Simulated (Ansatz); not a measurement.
**Convergence study of the plane-wave cutoff for HfZrCN (R3m, 4 atoms in the cell)**

```
HfZrCN
1.0
    1.64252     0.94831     5.37771
   -1.64252     0.94831     5.37771
    0.00000    -1.89662     5.37771
Zr Hf C N
1 1 1 1
Direct
  0.50441   0.50441   0.50441
  0.99905   0.99905   0.99905
  0.25206   0.25206   0.25206
  0.74760   0.74760   0.74760
```

Computed with PBEsol, default PAW files made with PBE (plane waves; Ansatz, a quantum-chemistry and plane-wave program).

Base settings: basis.ecutwfc = 30.9 Ry; kpoints.mp_grid.grid = 8 8 8; hamiltonian.xc = pbesol; hamiltonian.pseudopotentials = {kind: paw} (the program's default PAW files); scf.occupations.method = fermi_dirac; scf.occupations.width = 0.0073 Ry.

The second cell is the first with its lattice scaled by 0.98.

The mesh stays at the base's, so the ladder's end is converged at best in this setting alone.

The first pressure column holds Ansatz's estimate of the finite-basis (Pulay) stress, which hides part of the cutoff error; the other is without it.

Only quantities that move along the ladder and can be compared are tabulated.

The count of work is k-points × plane waves × bands × iterations; it is no time. 

The starting cell comes from a database of computed structures (which also holds hypothetical and non-ambient phases and stackings), without a prior relaxation at this level. Its lattice was rescaled by up to half a per cent. One atom was moved a little off its site on purpose. In the base run, with a pressure of about -9 GPa the cell is away from its equilibrium volume at this level.

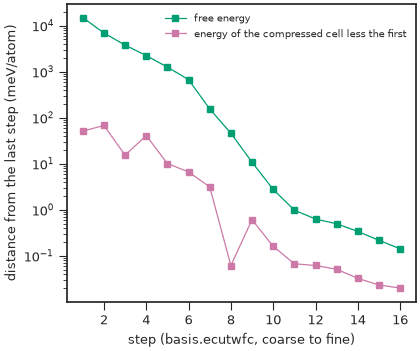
*Distance from the last step along the ladder; very small values are drawn at a floor.*

| basis.ecutwfc | free energy less the last step's (meV/atom) | energy of the compressed cell less the first (meV/atom) | pressure (GPa) | pressure without the Pulay estimate (GPa) | largest difference of a force vector from the last step's (eV/Å) | count of work / last |
|---|---|---|---|---|---|---|
| 10.7 Ry | 14932.93 | 42.90 | 1.35 | -624.62 | 0.914 | 0.060 |
| 12.5 Ry | 6913.88 | -76.11 | -9.06 | -315.13 | 0.868 | 0.078 |
| 14 Ry | 3773.95 | -23.66 | -17.07 | -188.82 | 0.537 | 0.099 |
| 15.4 Ry | 2232.53 | -49.10 | -14.50 | -124.40 | 0.080 | 0.10 |
| 16.9 Ry | 1253.44 | -18.38 | -9.28 | -81.04 | 0.307 | 0.12 |
| 18.4 Ry | 672.49 | -1.62 | -7.47 | -52.49 | 0.232 | 0.14 |
| 21.7 Ry | 154.62 | -5.13 | -8.38 | -21.00 | 0.098 | 0.15 |
| 24.6 Ry | 46.07 | -8.21 | -8.93 | -12.85 | 0.024 | 0.19 |
| 27.9 Ry | 10.81 | -7.66 | -8.88 | -10.06 | 0.019 | 0.22 |
| 30.9 Ry | 2.77 | -8.11 | -8.97 | -9.29 | 0.004 | 0.27 |
| 33.8 Ry | 0.99 | -8.21 | -8.99 | -9.06 | 0.001 | 0.30 |
| 37.1 Ry | 0.63 | -8.21 | -8.99 | -9.00 | 0.001 | 0.35 |
| 41.5 Ry | 0.50 | -8.22 | -8.99 | -9.00 | 0.001 | 0.41 |
| 46.3 Ry | 0.34 | -8.24 | -8.99 | -9.00 | 0.001 | 0.48 |
| 54 Ry | 0.22 | -8.25 | -8.99 | -9.00 | 0.001 | 0.62 |
| 61.7 Ry | 0.14 | -8.26 | -9.00 | -9.00 | 0.000 | 0.76 |
| 74.2 Ry | 0.00 | -8.27 | -9.00 | -9.00 | 0.000 | 1.0 |

Coarsest basis.ecutwfc that holds the free energy within 2 meV/atom of the last step, with all finer ones: 33.8 Ry, at 0.30 of the last step's count of work; the step before is off by 2.8 meV/atom.

Coarsest basis.ecutwfc that holds the energy of the compressed cell less the first within 0.5 meV/atom of the last step, with all finer ones: 30.9 Ry, at 0.27 of the last step's count of work; the step before is off by 0.61 meV/atom.

Coarsest basis.ecutwfc that holds the pressure within 0.05 GPa of the last step, with all finer ones: 30.9 Ry, at 0.27 of the last step's count of work; the step before is off by 0.11 GPa.

The energy difference between the two cells stays within 1 meV/atom of the last step's from 24.6 Ry on, the total only from 33.8 Ry on: much of the error is common to both cells and cancels.

At the lowest cutoff the pressure without the Pulay estimate lies 616 GPa under the last step's, the usual sign of Pulay stress in an incomplete plane-wave basis.

Keys are those of Ansatz 0.2.
